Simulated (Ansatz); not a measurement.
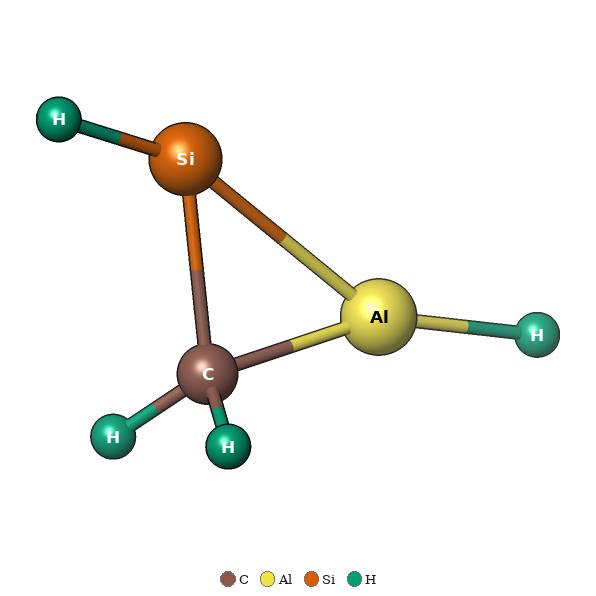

State: charge +1, singlet. Geometry: atoms displaced at random (about 0.1 Å) from a stationary point of GFN2-xTB. Method: RKS PBE0-D4/def2-TZVPP (Ansatz 0.2.0).

What is the HOMO energy (Kohn–Sham orbital)?

−12.36 eV.

Estimate the LUMO energy (Kohn–Sham orbital).

−8.65 eV.

Estimate the dispersion correction.

−9.4 kJ/mol.
